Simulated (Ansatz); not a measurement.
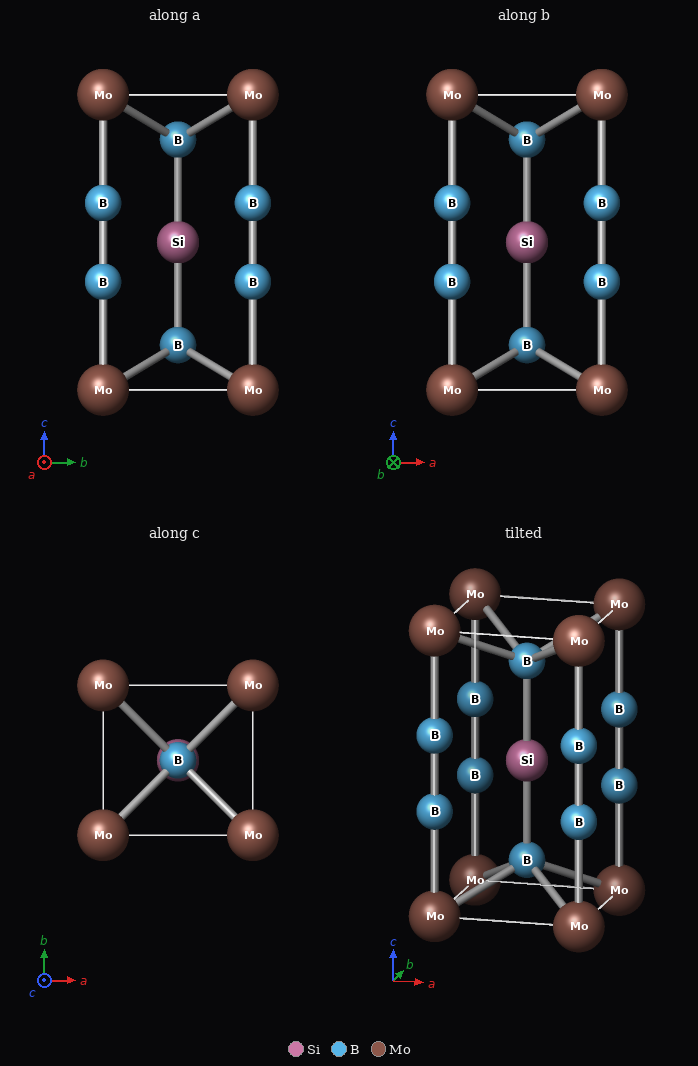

We look at a ball-and-stick model of the crystal along the a axis, along the b axis, along the c axis and slightly off an axis. Thin lines show the conventional unit cell, with boundary atoms drawn in all their periodic places.

Lattice parameters: a = 3.049 Å, b = 3.049 Å, c = 6.009 Å, α = 90.00°, β = 90.00°, γ = 90.00°. Put a along x and b in the xy plane.

> Record the structure as a POSCAR file, with free fractional coordinates to two decimals.

```
Si B Mo
1.0
     3.049    0.000    0.000
     0.000    3.049    0.000
     0.000    0.000    6.009
Si B Mo
1 4 1
Direct
  0.50 0.50 0.50
  0.00 0.00 0.63
  0.50 0.50 0.15
  0.50 0.50 0.85
  0.00 0.00 0.37
  0.00 0.00 0.00
```

The model was built from a structure type filled with these elements by a generator (whether the compound takes this form wasn't checked). What is shown is the relaxed result from DFT PBE, scalar-relativistic, plane waves, PAW (Ansatz 0.2.0).
